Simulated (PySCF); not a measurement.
# [BiI2]+: forces at shaken geometries

How stiff is [BiI2]+? Its atoms are displaced at random by several amounts. The structure is generated, not taken from experiment.

Program: PySCF 2.14.0. Level of theory: r2SCAN, Bi def2-SVP with ECP60, I def2-SVP with ECP28; scalar-relativistic core potentials, no spin–orbit coupling. These are calculated values, not measurements.

4 further runs of the same task are left out: 2 for a known fault of the program, 1 that didn't finish, 1 set aside as unsound or not needed.

## (1) The system as given

3 atoms, charge 1, spin multiplicity 1.

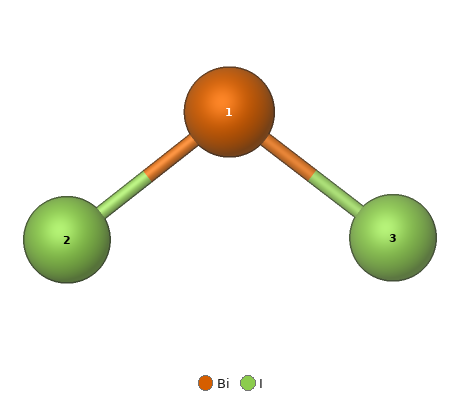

The geometry (bismuth orange, iodine green); atoms are numbered from 1 in the order of the file.

As a file:

```
Bi    0.00000    0.00000   -0.98311
I     2.15762    0.00000    0.69503
I    -2.15762    0.00000    0.69503
```

Formal oxidation states: Bi +3. An earlier session relaxed this geometry at r2SCAN, Bi def2-SVP with ECP60, I def2-SVP with ECP28 (singlet, point group C2v).

Its energy there is -810.171023 Eh.

## (2) Atoms moved at random, σ = 0.15 Å

Contents of run.py (the lines that set the calculation):

```python
mol = gto.M(atom='''
Bi    -0.08487    -0.10689    -1.10969
I      2.29547     0.16343     0.68373
I     -2.21060    -0.05654     0.83291''',
    basis={'Bi': 'def2-SVP', 'I': 'def2-SVP'},
    ecp={'Bi': 'def2-SVP', 'I': 'def2-SVP'},
    charge=1, spin=0)
mf = dft.RKS(mol, xc='R2SCAN')
mf.grids.atom_grid = (50, 194)
mf = mf.density_fit()  # fitting sets: Bi def2-universal-JKFIT, I def2-universal-JKFIT
mf.conv_tol = 1e-08; mf.max_cycle = 55
mf.kernel(dm0)  # dm0: the density of the relaxed state
```

On the command line:

```
> OMP_NUM_THREADS=2 python run.py
```

The log of the run:

```text
init E= -810.057711126569
  HOMO = -0.461788409384503  LUMO = -0.414856030734922  gap/eV = 1.27710
cycle= 1 E= -810.148943496048  delta_E= -0.0912  |g|= 0.127  |ddm|= 0.497
  HOMO = -0.391759563272667  LUMO = -0.367860827392967  gap/eV = 0.65032
cycle= 2 E= -810.056723225515  delta_E= 0.0922  |g|= 0.429  |ddm|= 1.03
  HOMO = -0.421087590014976  LUMO = -0.369413962423554  gap/eV = 1.40611
cycle= 3 E= -810.144050746236  delta_E= -0.0873  |g|= 0.158  |ddm|= 1.02
  HOMO = -0.41853373236827  LUMO = -0.379848042740766  gap/eV = 1.05269
cycle= 4 E= -810.153136381936  delta_E= -0.00909  |g|= 0.0826  |ddm|= 0.356
  HOMO = -0.420311349762017  LUMO = -0.378873045626209  gap/eV = 1.12759
cycle= 5 E= -810.156098186815  delta_E= -0.00296  |g|= 0.022  |ddm|= 0.161
  HOMO = -0.421374946790347  LUMO = -0.379469201558684  gap/eV = 1.14031
cycle= 6 E= -810.156365154955  delta_E= -0.000267  |g|= 0.00467  |ddm|= 0.0431
  HOMO = -0.421537396830693  LUMO = -0.379339401511193  gap/eV = 1.14827
cycle= 7 E= -810.15637647851  delta_E= -1.13e-05  |g|= 0.000814  |ddm|= 0.00754
  HOMO = -0.421590870431403  LUMO = -0.379331552625588  gap/eV = 1.14993
cycle= 8 E= -810.156376829668  delta_E= -3.51e-07  |g|= 9.33e-05  |ddm|= 0.00158
  HOMO = -0.421592167911522  LUMO = -0.379333701254731  gap/eV = 1.14991
cycle= 9 E= -810.156376833224  delta_E= -3.56e-09  |g|= 3.01e-05  |ddm|= 0.00015
  HOMO = -0.421594419779783  LUMO = -0.379337041362216  gap/eV = 1.14988
Extra cycle  E= -810.156376827002  delta_E= 6.22e-09  |g|= 0.000111  |ddm|= 0.00027
converged SCF energy = -810.156376827002
```

It took 2.7 s on 2 threads of Intel Xeon 6975P-C (Granite Rapids), shared host.

Read off: E = -810.156377 Eh (+0.399 eV from the relaxed state), HOMO -11.47 eV, LUMO -10.32 eV, Mulliken charge on Bi1 +0.81 e, largest force component 2.067 eV/Å. 

```
atom      Fx      Fy  Fz (eV/Å)
 Bi1   0.479   0.191      2.067
  I2  -1.454  -0.173     -1.110
  I3   0.975  -0.018     -0.957
```

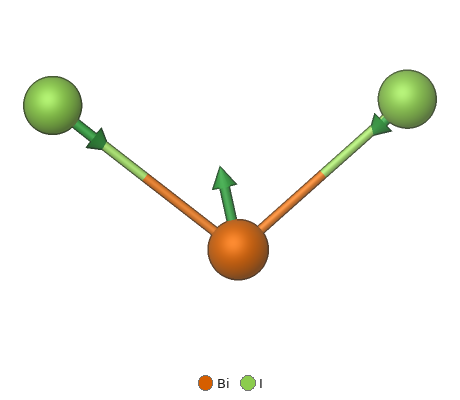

Forces as arrows, the longest for the largest force.

## (3) Atoms moved at random, σ = 0.06 Å

run.py (the lines that set the calculation): that of step 2 with these lines changed.

```diff
@@ -1,5 +1,5 @@
 mol = gto.M(atom='''
-Bi    -0.08487    -0.10689    -1.10969
-I      2.29547     0.16343     0.68373
-I     -2.21060    -0.05654     0.83291''',
+Bi    -0.06545     0.05111    -0.99305
+I      2.14940    -0.03242     0.66490
+I     -2.08395    -0.01869     0.73511''',
     basis={'Bi': 'def2-SVP', 'I': 'def2-SVP'},
```

On the command line:

```
> OMP_NUM_THREADS=2 python run.py
```

The log of the run:

```text
init E= -810.178330807455
  HOMO = -0.429869773588788  LUMO = -0.36627230027714  gap/eV = 1.73058
cycle= 1 E= -810.167036358718  delta_E= 0.0113  |g|= 0.0655  |ddm|= 0.238
  HOMO = -0.414529819676467  LUMO = -0.367588456389652  gap/eV = 1.27734
cycle= 2 E= -810.138440113025  delta_E= 0.0286  |g|= 0.242  |ddm|= 0.625
  HOMO = -0.430329501211886  LUMO = -0.366983341886039  gap/eV = 1.72374
cycle= 3 E= -810.168795613583  delta_E= -0.0304  |g|= 0.0383  |ddm|= 0.484
  HOMO = -0.42900467744408  LUMO = -0.368747761176788  gap/eV = 1.63967
cycle= 4 E= -810.169380118798  delta_E= -0.000585  |g|= 0.0142  |ddm|= 0.0818
  HOMO = -0.42921758407782  LUMO = -0.368155893348252  gap/eV = 1.66157
cycle= 5 E= -810.169460008322  delta_E= -7.99e-05  |g|= 0.00298  |ddm|= 0.0216
  HOMO = -0.429436694808342  LUMO = -0.368233236067261  gap/eV = 1.66543
cycle= 6 E= -810.169464936729  delta_E= -4.93e-06  |g|= 0.000435  |ddm|= 0.00665
  HOMO = -0.429431686497712  LUMO = -0.368202758460198  gap/eV = 1.66612
cycle= 7 E= -810.169465030111  delta_E= -9.34e-08  |g|= 4.97e-05  |ddm|= 0.000806
  HOMO = -0.429430966037684  LUMO = -0.368201524261803  gap/eV = 1.66614
cycle= 8 E= -810.169465030998  delta_E= -8.87e-10  |g|= 1.54e-05  |ddm|= 9.81e-05
  HOMO = -0.429429718969507  LUMO = -0.368203554110879  gap/eV = 1.66605
Extra cycle  E= -810.169465030356  delta_E= 6.42e-10  |g|= 4.06e-05  |ddm|= 8.9e-05
converged SCF energy = -810.169465030356
```

It took 2.7 s on 2 threads of Intel Xeon 6975P-C (Granite Rapids), shared host.

It gives: E = -810.169465 Eh (+0.042 eV from the relaxed state), HOMO -11.69 eV, LUMO -10.02 eV, Mulliken charge on Bi1 +0.76 e, largest force component 0.979 eV/Å. 

```
atom      Fx      Fy  Fz (eV/Å)
 Bi1   0.979   0.024     -0.369
  I2  -0.218   0.016     -0.194
  I3  -0.761  -0.040      0.563
```

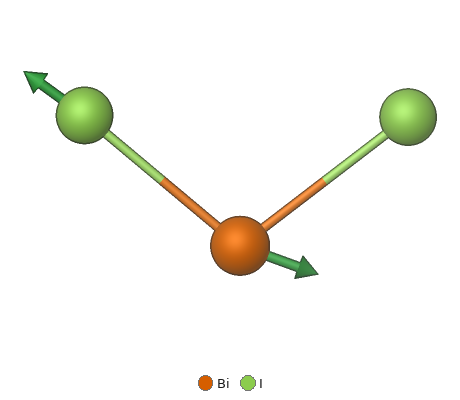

Forces as arrows, the longest for the largest force.

## (4) Atoms moved at random, σ = 0.03 Å

run.py (the lines that set the calculation): that of step 3 with these lines changed.

```diff
@@ -1,5 +1,5 @@
 mol = gto.M(atom='''
-Bi    -0.06545     0.05111    -0.99305
-I      2.14940    -0.03242     0.66490
-I     -2.08395    -0.01869     0.73511''',
+Bi     0.00409     0.01709    -0.96545
+I      2.14444    -0.02850     0.67255
+I     -2.14853     0.01141     0.69985''',
     basis={'Bi': 'def2-SVP', 'I': 'def2-SVP'},
```

On the command line:

```
> OMP_NUM_THREADS=2 python run.py
```

The log of the run:

```text
init E= -810.183696408754
  HOMO = -0.428617181817903  LUMO = -0.364047650002131  gap/eV = 1.75703
cycle= 1 E= -810.170482459704  delta_E= 0.0132  |g|= 0.0197  |ddm|= 0.0827
  HOMO = -0.432077165628895  LUMO = -0.368505517498269  gap/eV = 1.72987
cycle= 2 E= -810.169182556542  delta_E= 0.0013  |g|= 0.053  |ddm|= 0.146
  HOMO = -0.433677391423652  LUMO = -0.368233171014456  gap/eV = 1.78083
cycle= 3 E= -810.170629765183  delta_E= -0.00145  |g|= 0.00993  |ddm|= 0.122
  HOMO = -0.432787727037305  LUMO = -0.367983285142727  gap/eV = 1.76342
cycle= 4 E= -810.170672469086  delta_E= -4.27e-05  |g|= 0.00231  |ddm|= 0.021
  HOMO = -0.432880204534215  LUMO = -0.367847510691795  gap/eV = 1.76963
cycle= 5 E= -810.170674254177  delta_E= -1.79e-06  |g|= 0.00113  |ddm|= 0.00514
  HOMO = -0.43284804288098  LUMO = -0.367887824242605  gap/eV = 1.76766
cycle= 6 E= -810.170674859046  delta_E= -6.05e-07  |g|= 0.000105  |ddm|= 0.00212
  HOMO = -0.43284343189059  LUMO = -0.367879170434645  gap/eV = 1.76777
cycle= 7 E= -810.170674863999  delta_E= -4.95e-09  |g|= 2.44e-05  |ddm|= 0.0002
  HOMO = -0.432842118478582  LUMO = -0.367877609276999  gap/eV = 1.76777
Extra cycle  E= -810.170674862604  delta_E= 1.4e-09  |g|= 5.55e-05  |ddm|= 0.000153
converged SCF energy = -810.170674862604
```

It took 2.6 s on 2 threads of Intel Xeon 6975P-C (Granite Rapids), shared host.

Read off: E = -810.170675 Eh (+0.009 eV from the relaxed state), HOMO -11.78 eV, LUMO -10.01 eV, Mulliken charge on Bi1 +0.76 e, largest force component 0.398 eV/Å. 

```
atom      Fx      Fy  Fz (eV/Å)
 Bi1  -0.230   0.006     -0.398
  I2   0.349  -0.005      0.288
  I3  -0.119  -0.001      0.109
```

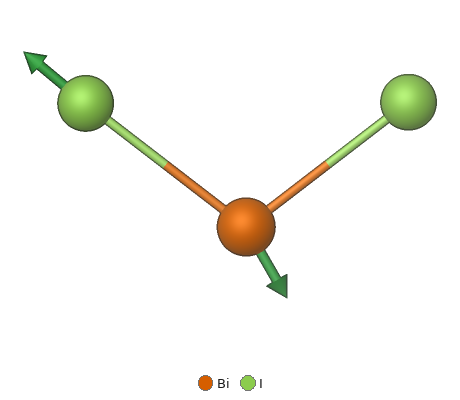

Forces as arrows, the longest for the largest force.

## (5) The displacements side by side

| σ (Å) | energy rise (eV) | harmonic estimate −½ F·u (eV) | largest force component (eV/Å) |
| --- | --- | --- | --- |
| 0.15 | 0.399 | 0.361 | 2.07 |
| 0.06 | 0.042 | 0.042 | 0.98 |
| 0.03 | 0.009 | 0.010 | 0.40 |

Every displacement raises the energy. For a harmonic well the rise equals −½ F·u; the two differ by at most 9 % here (a move with σ = 0.15 Å), from anharmonicity, the grid and the small forces left at the relaxed point. The bases are small and lack diffuse functions. Spin–orbit coupling is left out.
